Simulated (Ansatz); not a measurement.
# H4O3SSi: from a rough start to a minimum

What shape does H4O3SSi take? The plan is to relax it, check the end point by its vibrations and derive ideal-gas thermochemistry.

The runs use Ansatz 0.2.0, Gaussian basis; RKS PBE0-D4/def2-TZVP.

The runs, in order: relaxation at PBE-D4/def2-SVP; relaxation at PBE0-D4/def2-TZVP; harmonic vibrations at the same level.

1 further run of the same task is left out (set aside as unsound or not needed).

### Step 1. The system as given

SMILES `O[Si](O)(O)S`, 9 atoms, charge 0, spin multiplicity 1.

Atoms are counted from 1 here; the program's logs count them from 0.

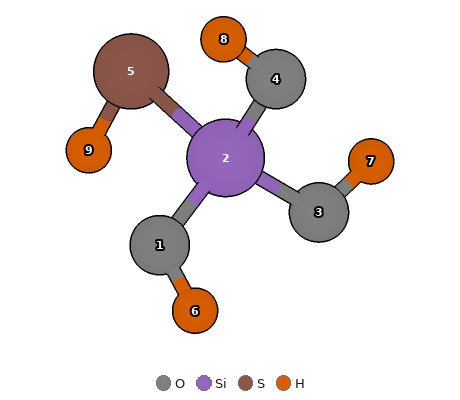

Start geometry, drawn with oxygen grey, silicon purple, sulfur brown, hydrogen orange; atoms are numbered from 1 in the order of the file.

Coordinates:

```
O    -1.2204    0.8912   -0.4632
Si   -0.0797   -0.0988   -0.0326
O     0.9552   -0.2759   -1.2795
O    -0.6380   -1.5411    0.3690
S     0.9382    0.6711    1.6278
H    -1.4802    0.9251   -1.4217
H     1.6496   -0.9965   -1.1334
H    -1.2244   -1.5191    1.1636
H     1.1882    1.8977    1.1529
```

The start is a force-field geometry with small random shifts, so a cheaper pass at PBE-D4/def2-SVP comes first.

### Step 2. Geometry optimisation, PBE-D4/def2-SVP (cheap first pass)

in.yaml reads:

```yaml
crystal:
  periodic: [false, false, false]
  atoms:
    - {symbol: O, position_ang: [-1.220400, 0.891200, -0.463200]}
    - {symbol: Si, position_ang: [-0.079700, -0.098800, -0.032600]}
    - {symbol: O, position_ang: [0.955200, -0.275900, -1.279500]}
    - {symbol: O, position_ang: [-0.638000, -1.541100, 0.369000]}
    - {symbol: S, position_ang: [0.938200, 0.671100, 1.627800]}
    - {symbol: H, position_ang: [-1.480200, 0.925100, -1.421700]}
    - {symbol: H, position_ang: [1.649600, -0.996500, -1.133400]}
    - {symbol: H, position_ang: [-1.224400, -1.519100, 1.163600]}
    - {symbol: H, position_ang: [1.188200, 1.897700, 1.152900]}
basis:
  gaussian: {orbitals: def2-SVP}
hamiltonian: {xc: pbe, dispersion: d4}
relax: {f_tol: 0.03, max_steps: 200}
```

Output, cut to the lines that bear on the results:

```text
Functional definition: PBE
  name "PBE"
  cite "Perdew, Burke & Ernzerhof, Phys. Rev. Lett. 77, 3865 (1996) doi:10.1103/PhysRevLett.77.3865"
  parent pbe
[...]
1062 factors; their error is unknown
[...]
mean field -24897.49598190 eV, -914.9661012059 hartree, gradient 3.7e-5 eV, S^2 0.000000; 0 other end points of the search recorded, 0 dependent functions left out
[...]
reference -24897.49601222 eV, -914.9661023200 hartree; 29, 29 occupied and 69, 69 virtual orbitals, 1062 factors
relax step   1: F+E_penalty+E_count = -24897.72163466 eV  Δ(F+E_penalty+E_count) = +0.000e0 eV  max|allowed force component| = 2.772e0 eV/Å  Δτ_max = 0.0000 Å  (26 SCF iters, accepted)
[...]
relax step   6: F+E_penalty+E_count = -24898.09555625 eV  Δ(F+E_penalty+E_count) = +4.217e-2 eV  max|allowed force component| = 1.623e0 eV/Å  Δτ_max = 0.1953 Å  (33 SCF iters, rejected (line search))
[...]
relax step   7: F+E_penalty+E_count = -24898.14261503 eV  Δ(F+E_penalty+E_count) = -4.887e-3 eV  max|allowed force component| = 2.528e-2 eV/Å  Δτ_max = 0.0275 Å  (27 SCF iters, accepted)
1062 factors; their error is unknown
[...]
mean field -24897.92142577 eV, -914.9817359797 hartree, gradient 2.4e-5 eV, S^2 0.000000; 1 other end points of the search recorded, 0 dependent functions left out
[...]
reference -24897.92145544 eV, -914.9817370702 hartree; 29, 29 occupied and 69, 69 virtual orbitals, 1062 factors
Total energy: -24898.14264470 eV, -914.9898656255 hartree
Atom 0 at    -1.099777     1.067718    -0.499562 Å, force     0.005217    -0.006220     0.016907 eV/Å
Atom 1 at     0.000200    -0.091544    -0.026870 Å, force    -0.015441     0.009153    -0.007548 eV/Å
Atom 2 at     0.944677    -0.375233    -1.370269 Å, force    -0.001056    -0.000940     0.005267 eV/Å
Atom 3 at    -0.620250    -1.580620     0.405764 Å, force     0.001860     0.002684    -0.001082 eV/Å
Atom 4 at     0.972481     0.714134     1.711004 Å, force    -0.000964    -0.022873     0.008140 eV/Å
Atom 5 at    -1.302543     1.015654    -1.451635 Å, force    -0.007270     0.006950    -0.008279 eV/Å
Atom 6 at     1.463383    -1.197226    -1.331299 Å, force     0.016349    -0.017540    -0.008717 eV/Å
Atom 7 at    -1.070721    -1.591621     1.268762 Å, force     0.004345     0.003506     0.000246 eV/Å
Atom 8 at     0.801050     1.992437     1.277004 Å, force    -0.003040     0.025279    -0.004934 eV/Å
Dipole moment:    -0.082407    -0.124909    -0.107000 e Å
```

Wall time 12 s (4 threads, shared host).

The steps of the relaxation: (the energy doesn't fall at every step)

| step | energy from step 1 (eV) | largest force component (eV/Å) |
| --- | --- | --- |
| 1 | 0.0000 | 2.7720 |
| 2 | -0.3056 | 1.4020 |
| 3 | -0.3876 | 0.4853 |
| 4 | -0.4107 | 0.2721 |
| 5 | -0.4161 | 0.5020 |
| 6 | -0.3739 | 1.6230 |
| 7 | -0.4210 | 0.0253 |

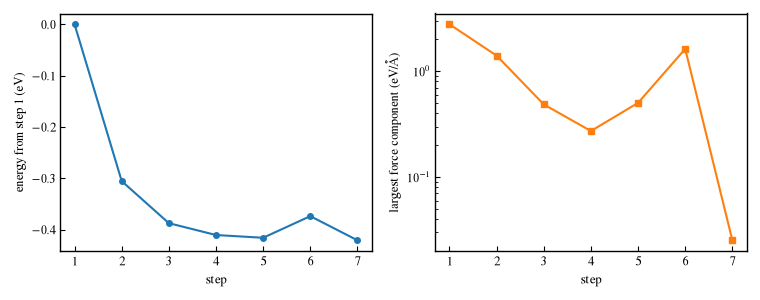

Energy and largest force along the relaxation.

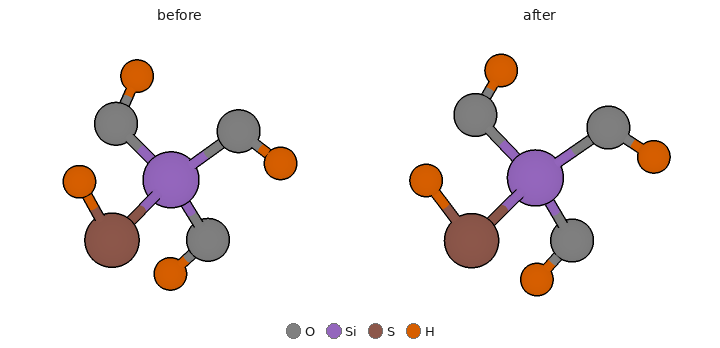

The geometry before (left) and after (right).

Distances of close pairs at the start and the end, largest changes first:

| bond | before (Å) | after (Å) | change (Å) |
| --- | --- | --- | --- |
| O1–Si2 | 1.571 | 1.667 | +0.096 |
| Si2–O4 | 1.598 | 1.670 | +0.072 |
| Si2–S5 | 2.094 | 2.148 | +0.054 |
| O3–H7 | 1.011 | 0.973 | -0.039 |
| Si2–O3 | 1.630 | 1.667 | +0.036 |
| S5–H9 | 1.339 | 1.361 | +0.022 |
| O1–H6 | 0.994 | 0.975 | -0.019 |
| O4–H8 | 0.988 | 0.974 | -0.014 |

### Step 3. Relaxation at PBE0-D4/def2-TZVP

in.yaml reads:

```yaml
crystal:
  periodic: [false, false, false]
  atoms:
    - {symbol: O, position_ang: [-1.099777, 1.067718, -0.499562]}
    - {symbol: Si, position_ang: [0.000200, -0.091544, -0.026870]}
    - {symbol: O, position_ang: [0.944677, -0.375233, -1.370269]}
    - {symbol: O, position_ang: [-0.620250, -1.580620, 0.405764]}
    - {symbol: S, position_ang: [0.972481, 0.714134, 1.711004]}
    - {symbol: H, position_ang: [-1.302543, 1.015654, -1.451635]}
    - {symbol: H, position_ang: [1.463383, -1.197226, -1.331299]}
    - {symbol: H, position_ang: [-1.070721, -1.591621, 1.268762]}
    - {symbol: H, position_ang: [0.801050, 1.992437, 1.277004]}
basis:
  gaussian: {orbitals: def2-TZVP}
hamiltonian: {xc: pbe0, dispersion: d4}
relax: {f_tol: 0.005, max_steps: 150}
```

Output, cut to the lines that bear on the results:

```text
Functional definition: PBE0
  name "PBE0"
  cite "Adamo & Barone, J. Chem. Phys. 110, 6158 (1999) doi:10.1063/1.478522"
  cite "Perdew, Burke & Ernzerhof, Phys. Rev. Lett. 77, 3865 (1996) doi:10.1103/PhysRevLett.77.3865"
  parent pbe
[...]
1168 factors; their error is unknown
[...]
mean field -24914.29915505 eV, -915.5836064296 hartree, gradient 2.4e-5 eV, S^2 0.000000; 0 other end points of the search recorded, 0 dependent functions left out
[...]
reference -24914.29918168 eV, -915.5836074082 hartree; 29, 29 occupied and 162, 162 virtual orbitals, 1168 factors
relax step   1: F+E_penalty+E_count = -24914.48580565 eV  Δ(F+E_penalty+E_count) = +0.000e0 eV  max|allowed force component| = 9.724e-1 eV/Å  Δτ_max = 0.0000 Å  (28 SCF iters, accepted)
[...]
Total energy: -24914.57741597 eV, -915.5938323298 hartree
Atom 0 at    -1.134924     1.001301    -0.499976 Å, force     0.000555     0.000285    -0.001208 eV/Å
Atom 1 at    -0.027385    -0.095510    -0.026174 Å, force    -0.001607    -0.002234     0.002402 eV/Å
Atom 2 at     0.925821    -0.360368    -1.322246 Å, force     0.002653    -0.002258    -0.001728 eV/Å
Atom 3 at    -0.619427    -1.552478     0.417406 Å, force     0.001412     0.001891     0.000365 eV/Å
Atom 4 at     0.938981     0.696176     1.691082 Å, force    -0.000400    -0.000627    -0.000528 eV/Å
Atom 5 at    -1.375378     0.981650    -1.428900 Å, force     0.000018     0.000238     0.000031 eV/Å
Atom 6 at     1.559518    -1.077086    -1.264852 Å, force    -0.002641     0.002866     0.000237 eV/Å
Atom 7 at    -1.151260    -1.586801     1.214189 Å, force    -0.000280    -0.000602     0.000112 eV/Å
Atom 8 at     0.972554     1.946815     1.202369 Å, force     0.000289     0.000441     0.000318 eV/Å
Dipole moment:    -0.055575    -0.100255    -0.114818 e Å
```

Wall time 58 s (4 threads, shared host); peak memory 0.5 GiB.

The steps of the relaxation: (the energy doesn't fall at every step)

| step | energy from step 1 (eV) | largest force component (eV/Å) |
| --- | --- | --- |
| 1 | 0.0000 | 0.9724 |
| 2 | -0.0627 | 0.5973 |
| 3 | -0.0843 | 0.0906 |
| 4 | -0.0765 | 0.3239 |
| 5 | -0.0895 | 0.0475 |
| 6 | -0.0902 | 0.1187 |
| 7 | -0.0910 | 0.0536 |
| 8 | -0.0904 | 0.0765 |
| 9 | -0.0914 | 0.0141 |
| 10 | -0.0916 | 0.0097 |
| 11 | -0.0916 | 0.0091 |
| 12 | -0.0916 | 0.0029 |

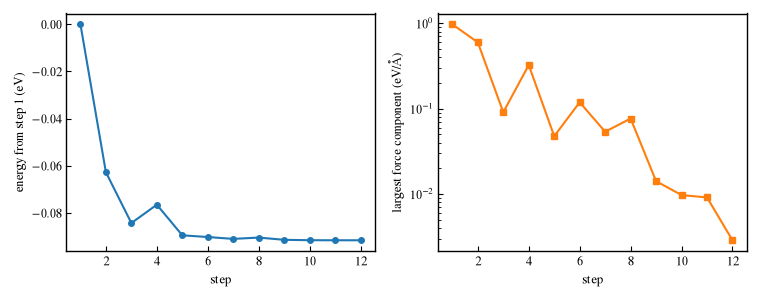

Energy and force, step by step.

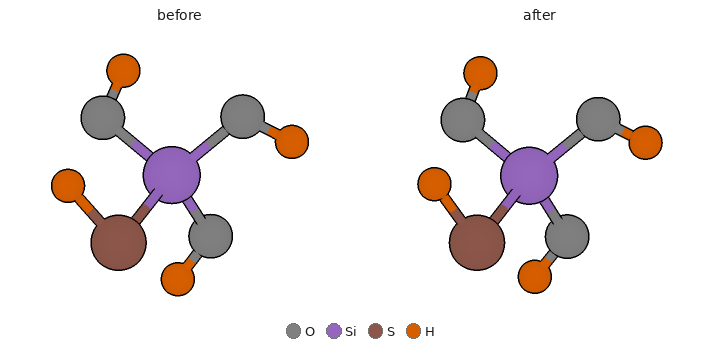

Before and after, at one scale.

Close pairs (by a distance rule), those that changed most:

| bond | before (Å) | after (Å) | change (Å) |
| --- | --- | --- | --- |
| O1–Si2 | 1.667 | 1.629 | -0.037 |
| Si2–O4 | 1.670 | 1.634 | -0.036 |
| Si2–O3 | 1.667 | 1.631 | -0.036 |
| Si2–S5 | 2.148 | 2.124 | -0.025 |
| S5–H9 | 1.361 | 1.343 | -0.018 |
| O1–H6 | 0.975 | 0.960 | -0.015 |
| O4–H8 | 0.974 | 0.959 | -0.015 |
| O3–H7 | 0.973 | 0.958 | -0.014 |

Mulliken charges at the end point, from the run's report:

| atom | value (e) |
| --- | --- |
| O1 | -0.51 |
| Si2 | 0.69 |
| O3 | -0.51 |
| O4 | -0.51 |
| S5 | -0.35 |
| H6 | 0.34 |
| H7 | 0.33 |
| H8 | 0.33 |
| H9 | 0.18 |

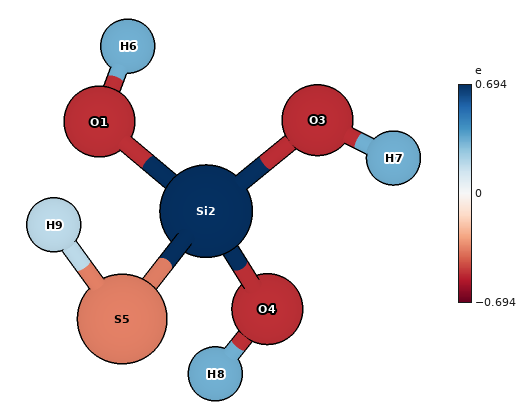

Mulliken charges at the end point, from the run's report, as colours on the atoms.

### Step 4. Vibrations by finite differences

in.yaml reads:

```yaml
crystal:
  periodic: [false, false, false]
  atoms:
    - {symbol: O, position_ang: [-1.134924, 1.001301, -0.499976]}
    - {symbol: Si, position_ang: [-0.027385, -0.095510, -0.026174]}
    - {symbol: O, position_ang: [0.925821, -0.360368, -1.322246]}
    - {symbol: O, position_ang: [-0.619427, -1.552478, 0.417406]}
    - {symbol: S, position_ang: [0.938981, 0.696176, 1.691082]}
    - {symbol: H, position_ang: [-1.375378, 0.981650, -1.428900]}
    - {symbol: H, position_ang: [1.559518, -1.077086, -1.264852]}
    - {symbol: H, position_ang: [-1.151260, -1.586801, 1.214189]}
    - {symbol: H, position_ang: [0.972554, 1.946815, 1.202369]}
basis:
  gaussian: {orbitals: def2-TZVP}
hamiltonian: {xc: pbe0, dispersion: d4}
phonons: {temperatures: {t_min: 298.15, t_max: 900, t_step: 200}}
```

Output, cut to the lines that bear on the results:

```text
Functional definition: PBE0
  name "PBE0"
  cite "Adamo & Barone, J. Chem. Phys. 110, 6158 (1999) doi:10.1063/1.478522"
  cite "Perdew, Burke & Ernzerhof, Phys. Rev. Lett. 77, 3865 (1996) doi:10.1103/PhysRevLett.77.3865"
  parent pbe
[...]
1168 factors; their error is unknown
[...]
mean field -24914.38892655 eV, -915.5869054713 hartree, gradient 1.2e-5 eV, S^2 0.000000; 0 other end points of the search recorded, 0 dependent functions left out
[...]
reference -24914.38895294 eV, -915.5869064410 hartree; 29, 29 occupied and 162, 162 virtual orbitals, 1168 factors
[...]
1168 factors; their error is unknown
mean field -24914.38884497 eV, -915.5869024733 hartree, gradient 2.6e-6 eV, S^2 0.000000; 0 other end points of the search recorded, 0 dependent functions left out
[...]
reference -24914.38887136 eV, -915.5869034431 hartree; 29, 29 occupied and 162, 162 virtual orbitals, 1168 factors
[...]
Atom 1 at    -0.027385    -0.095510    -0.026174 Å, force    -0.001582    -0.002345     0.002602 eV/Å
Atom 2 at     0.925821    -0.360368    -1.322246 Å, force     0.002667    -0.002213    -0.001767 eV/Å
Atom 3 at    -0.619427    -1.552478     0.417406 Å, force     0.001421     0.002093     0.000328 eV/Å
Atom 4 at     0.938981     0.696176     1.691082 Å, force    -0.000392    -0.000578    -0.000532 eV/Å
Atom 5 at    -1.375378     0.981650    -1.428900 Å, force     0.000036     0.000251     0.000008 eV/Å
Atom 6 at     1.559518    -1.077086    -1.264852 Å, force    -0.002637     0.002845     0.000200 eV/Å
Atom 7 at    -1.151260    -1.586801     1.214189 Å, force    -0.000332    -0.000728     0.000120 eV/Å
Atom 8 at     0.972554     1.946815     1.202369 Å, force     0.000307     0.000420     0.000284 eV/Å
Dipole moment:    -0.055577    -0.100259    -0.114817 e Å
Vibrations: 130.51 186.78 216.60 261.10 267.28 305.02 328.87 337.96 363.75 530.80 728.74 807.70 827.57 836.00 874.31 975.90 998.91 2718.48 3904.64 3921.28 3924.71 cm⁻¹, zero-point energy 1.453523 eV
```

Wall time 3.1 min (4 threads, shared host); peak memory 0.49 GiB.

Motions are named by where the mode's potential energy lies. The modes, unscaled (a negative number is an imaginary wavenumber):

| mode | cm⁻¹ | motion |
| --- | --- | --- |
| 1 | 131 | torsion with bend |
| 2 | 187 | bend with torsion |
| 3 | 217 | torsion |
| 4 | 261 | torsion |
| 5 | 267 | torsion with bend |
| 6 | 305 | torsion |
| 7 | 329 | torsion with bend |
| 8 | 338 | torsion with bend |
| 9 | 364 | torsion with bend |
| 10 | 531 | Si–S stretch |
| 11 | 729 | bend |
| 12 | 808 | Si–O stretch with bend |
| 13 | 828 | bend |
| 14 | 836 | bend |
| 15 | 874 | bend with Si–O stretch |
| 16 | 976 | Si–O stretch |
| 17 | 999 | Si–O stretch |
| 18 | 2718 | S–H stretch |
| 19 | 3905 | O–H stretch |
| 20 | 3921 | O–H stretch |
| 21 | 3925 | O–H stretch |

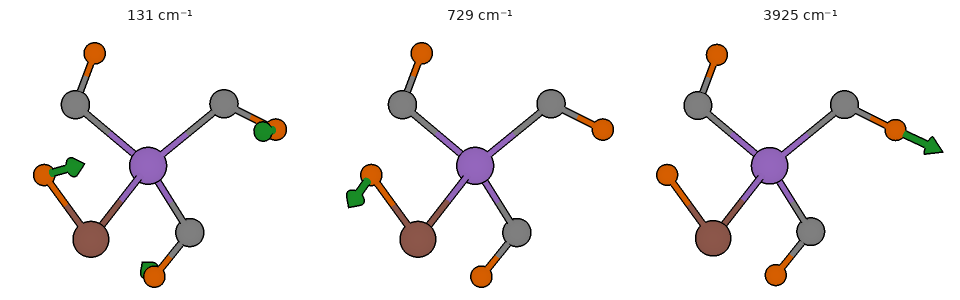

How the atoms move in 3 of the modes.

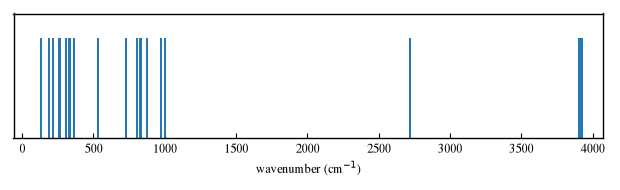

The harmonic wavenumbers as sticks (no intensities were computed).

From these modes and the moments of inertia (298.15 K, 1 bar, symmetry number 1):

| term | value |
| --- | --- |
| zero-point energy | 33.5 kcal/mol |
| H(298) − E | 39.0 kcal/mol |
| entropy, translation | 167.7 J/(mol K) |
| entropy, rotation | 113.3 J/(mol K) |
| entropy, vibration | 72.0 J/(mol K) |
| entropy, total | 353.1 J/(mol K) |

### Step 5. Summary of results

| quantity | value |
| --- | --- |
| point group | C1 |
| steps | 7 + 12 |
| shift from the start (rms) | 0.129 Å |
| total energy | -24914.5774 eV |
| dispersion term | -188 meV |
| dipole moment | 0.78 D |
| lowest, highest wavenumber | 131, 3925 cm⁻¹ |
| zero-point energy | 33.5 kcal/mol |
| entropy at 298.15 K | 353.1 J/(mol K) |

In words: The atoms moved 0.13 Å (rms) from the start; the bond that changed most is O1–Si2, from 1.571 to 1.629 Å. No mode is imaginary: a true minimum at this level. The stiffest mode, 3925 cm⁻¹, is an O–H stretch, and 2 modes under 200 cm⁻¹ make the vibrational entropy uncertain. Harmonic hybrid wavenumbers usually lie a few per cent above measured fundamentals. The largest Mulliken charge, +0.69 e, sits on Si2.
